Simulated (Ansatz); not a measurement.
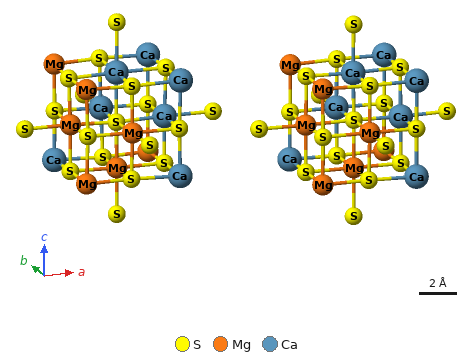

Two geometries of a crystal of S32Mg10Ca22 (a generated structure, set up in P1), drawn at one scale. One is the start of a relaxation, the other its converged end. Style: ball-and-stick. Shown: the atoms within 5.8 Å of the atom that moves most (axes of the cell of the calculation (origin shifted)), slightly off an axis.

Theory: Ansatz 0.2.0, DFT, PBEsol, PAW, plane waves. Set-up: plane-wave cutoff 420 eV; k-point mesh 1 × 1 × 1; mesh shifted by (0.5, 0.5, 0.5); no spin polarisation; cell relaxed at fixed shape; force threshold 0.03 eV/Å; at most 80 steps.

Q: Which geometry has the lower energy?

A: The left one is the relaxed one. An S atom moves most relative to the cell: 0.18 Å along [−3 −2 −2]. Largest moves by element: S 0.18 Å, Mg 0.09 Å, Ca 0.08 Å. The drawn cell changes as follows: a = b = c 10.987 → 10.999 Å (+0.1 %); the volume changes by +0.3 %. Near-neighbour distances that change, for instance: Mg–S 2.791 → 2.631 Å, Mg–S 2.748 → 2.601 Å, Mg–S 2.796 → 2.659 Å, Mg–S 2.809 → 2.673 Å. Among the angles between lasting bonds that change: S–Mg–S 88.5° → 93.9°, Ca–S–Ca 91.8° → 86.9°, S–Ca–S 88.5° → 93.2°. The space group stays P1 (No. 1). After 4 geometry steps the energy has fallen by 1.368 eV per cell of the calculation. The largest force component goes from 0.82 to 0.0067 eV/Å. The pressure goes from 0.55 to 0.02 GPa.
